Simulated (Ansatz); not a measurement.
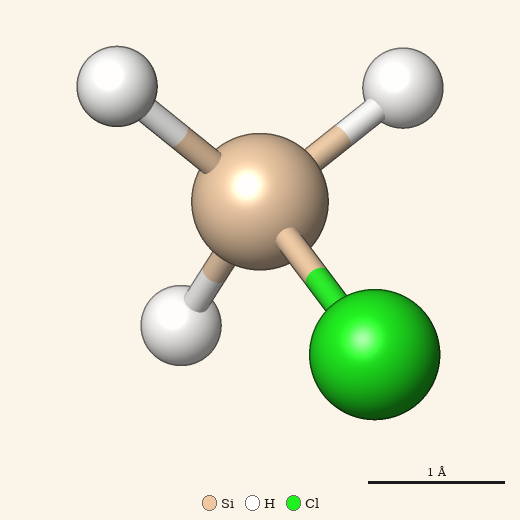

Every bond is drawn as one stick, whatever its order.

The geometry was computed by an optimisation with PBE0-D4/def2-TZVP.

Description:

It has 5 atoms: 1 chlorine, 3 hydrogen and 1 silicon (ClH3Si). This geometry has C3v symmetry. Coordination: 1 Si tetrahedral.

More results for the same structure follow; atom numbers are the same in all pictures, views and colours differ.

**Vibrations**

Harmonic vibrations computed with RKS PBE0-D4/def2-TZVP (Ansatz 0.2.0) at a stationary point of the same level.

How many vibrational modes are there, and where do they lie?

Answer. 9 modes: 552, 657, 657, 944, 947, 947, 2248, 2261, 2261 cm⁻¹.

**Electronic properties**

Properties computed with RKS PBE0-D4/def2-TZVPP (Ansatz 0.2.0).

Computed properties:

- HOMO energy (Kohn–Sham orbital): −9.03 eV
- LUMO energy (Kohn–Sham orbital): −0.09 eV
- HOMO–LUMO gap: 8.94 eV

**Thermal motion**

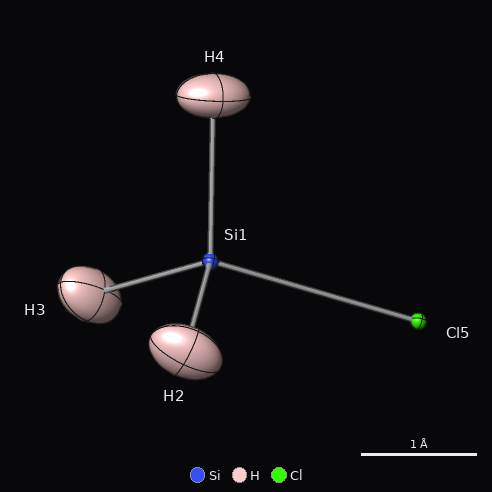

Displacement ellipsoids at the 50 % level, enlarged 1.5 times, from the internal vibrations of the free molecule (harmonic, no overall translation or rotation; no half-axis is drawn under 0.075 Å). Vibrations computed with RKS PBE0-D4/def2-TZVP (Ansatz 0.2.0). Temperature: 200 K.

List U_eq and the three principal root-mean-square amplitudes for each kind of atom.

```json
{"atom": "Si1", "U_eq (Å²)": "0.00027", "rms amplitudes (Å)": "0.010, 0.010, 0.025"}
{"atom": "H2, H3, H4", "U_eq (Å²)": "0.0133", "rms amplitudes (Å)": "0.085, 0.106, 0.147"}
{"atom": "Cl5", "U_eq (Å²)": "0.00015", "rms amplitudes (Å)": "0.004, 0.004, 0.020"}
```
